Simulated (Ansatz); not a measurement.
# UB3LYP/STO-3G run of InHF (SMILES [F][InH])

Aim: the vertical ionisation energy of InHF at UB3LYP/STO-3G, from 2 runs. 

The calculation is run with Ansatz 0.2.0.

65 further runs of the same task are left out: 9 that didn't finish, 56 set aside as unsound or not needed.

### 1 Starting point

The species is InHF (3 atoms), meant as a doublet with charge 0. As SMILES, `[F][InH]`. The coordinates come from a PBE0-D4/def2-TZVP relaxation.

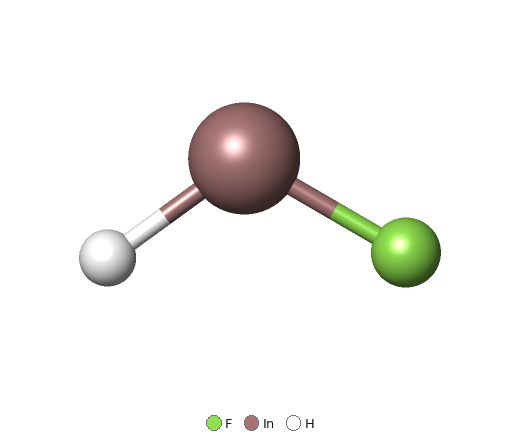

Viewed from a chosen angle; fluorine green, indium brown, hydrogen white.

### 2 The energy at UB3LYP/STO-3G

run.yaml

```yaml
crystal:
  periodic: [false, false, false]
  atoms:
    - symbol: F
      position_ang: [1.088400, 0.989500, 0.694300]
    - symbol: In
      position_ang: [-0.522500, 0.355100, -0.244800]
    - symbol: H
      position_ang: [-0.576900, -1.409400, -0.462800]
basis:
  gaussian:
    orbitals: STO-3G
accuracy: high
hamiltonian:
  xc: {name: B3LYP}
magnetization:
  spin_polarized: true
  initial_magnetization: 1
```

Run with:

```
$ ansatz run run.yaml --threads 1 --pin off --max-ram 2610MiB --events-out events.jsonl --progress --plain --runs-dir runs
```

Output:

```text
Warning: RAYON_NUM_THREADS=1 ignored (pool sized by the plan → 1); use --threads N
Functional definition: B3LYP
  name "B3LYP"
  parameter a0 = 0.2
  parameter ax = 0.72
  parameter ac = 0.81
  exchange = (1 - a0 - ax)*slater_x + ax*b88_x + a0*exact_x
  correlation = (1 - ac)*vwn_rpa_c + ac*lyp_c
590 factors; integrals over basis functions are off by at most 4.0e-9 eV
mean field evaluation 1: about -157382.6554 eV, gradient 1.3e1 eV
mean field evaluation 2: about -157345.1604 eV, gradient 8.6e1 eV
mean field evaluation 4: about -157384.4915 eV, gradient 1.3e0 eV
mean field evaluation 8: about -157384.4786 eV, gradient 6.0e-2 eV
mean field evaluation 16: about -157384.4787 eV, gradient 4.5e-7 eV
mean field -157384.47866581 eV, -5783.7729119374 hartree, gradient 2.2e-8 eV, S^2 0.753347; 0 other end points of the search recorded, 0 dependent functions left out
reference -157384.47868958 eV, -5783.7729128109 hartree; 30, 29 occupied and 3, 4 virtual orbitals, 590 factors
Total energy: -157384.47868958 eV, -5783.7729128109 hartree
```

Run time: 2.6 s. Hardware: 1 thread of Arm Neoverse V2, shared host; peak memory 0.16 GiB.

### 3 The singlet cation, same level

input.yaml

```yaml
crystal:
  periodic: [false, false, false]
  atoms:
    - {symbol: F, position_ang: [1.088400, 0.989500, 0.694300]}
    - {symbol: In, position_ang: [-0.522500, 0.355100, -0.244800]}
    - {symbol: H, position_ang: [-0.576900, -1.409400, -0.462800]}
basis:
  gaussian:
    orbitals: STO-3G
total_charge: 1
hamiltonian:
  xc: {name: B3LYP}
accuracy: high
```

Run with:

```
$ ansatz run input.yaml --threads 1 --pin off --max-ram 2610MiB --events-out events.jsonl --progress --plain --runs-dir runs
```

Output (excerpt; [...] marks lines left out):

```text
Warning: RAYON_NUM_THREADS=1 ignored (pool sized by the plan → 1); use --threads N
[... 7 set-up lines as earlier in the session ...]
590 factors; integrals over basis functions are off by at most 4.0e-9 eV
mean field evaluation 1: about -157370.9138 eV, gradient 3.1e1 eV
mean field evaluation 2: about -157180.0884 eV, gradient 1.7e2 eV
mean field evaluation 4: about -157378.6611 eV, gradient 1.5e1 eV
mean field evaluation 8: about -157379.4467 eV, gradient 5.4e-2 eV
mean field evaluation 16: about -157379.4098 eV, gradient 1.0e-5 eV
mean field -157379.40982661 eV, -5783.5866355327 hartree, gradient 4.6e-9 eV, S^2 0.000000; 0 other end points of the search recorded, 0 dependent functions left out
reference -157379.40985024 eV, -5783.5866364010 hartree; 29, 29 occupied and 4, 4 virtual orbitals, 590 factors
Total energy: -157379.40985024 eV, -5783.5866364010 hartree
```

Run time: 1.6 s. Hardware: 1 thread of Arm Neoverse V2, shared host; peak memory 0.11 GiB.

### 4 What came out

At UB3LYP/STO-3G:

| quantity | value |
| --- | --- |
| doublet InHF: total energy | -5783.77291 Eh |
| doublet InHF: ⟨S²⟩ | 0.753 |
| singlet cation: total energy | -5783.58664 Eh |
| vertical ionisation energy (to the singlet cation) | 5.069 eV |

**Reading.** The vertical ionisation energy comes to 5.07 eV (489 kJ/mol). Only the singlet of the ionised species was computed; a triplet could lie lower. In a minimal basis such a difference can be off by several eV, whatever the method. Relativity is left out (doublet InHF) although the molecule holds a heavy atom. Relativity is left out (singlet cation) although the molecule holds a heavy atom.
